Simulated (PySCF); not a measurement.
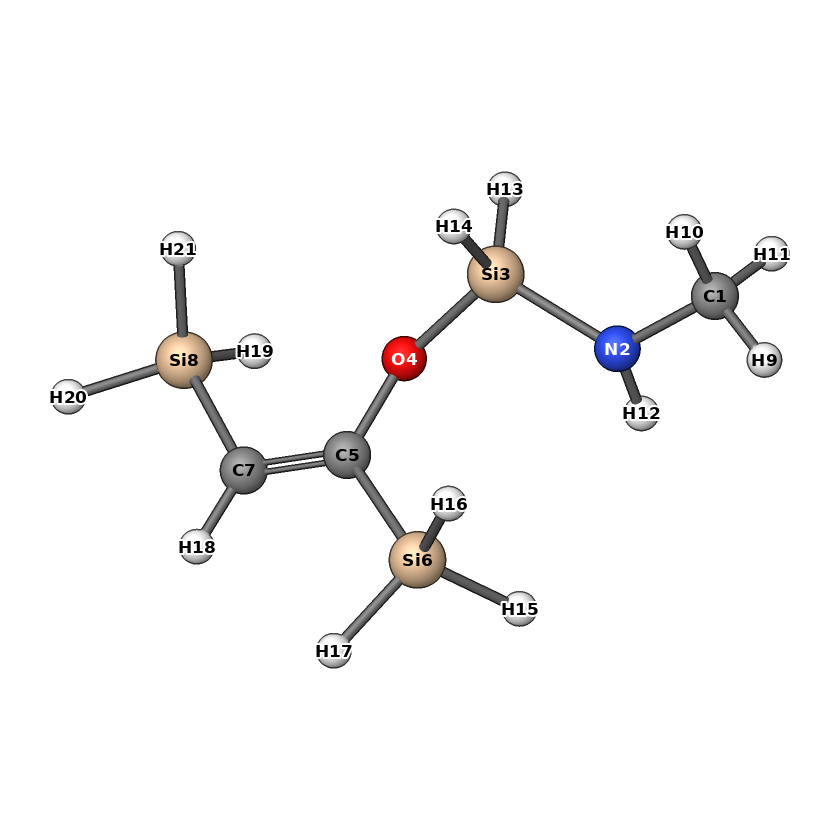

The questions are on isotropic NMR shieldings of the Si atoms. Computed geometry: GFN2-xTB optimisation. No frequency run is at hand to confirm it as a minimum. Properties computed with GIAO PBE0/pcSseg-1 NMR shielding, non-relativistic, gas phase (PySCF 2.14.0).

Give the isotropic NMR shieldings of the Si atoms atom by atom.

| atom | σ (ppm) |
| --- | --- |
| Si3 | 381.3 |
| Si6 | 426.1 |
| Si8 | 440.8 |

The geometry is semi-empirical. Around Si such bond lengths and angles can be off by a tenth of an ångström or more and by several degrees, and values that hang on the shape move with them.
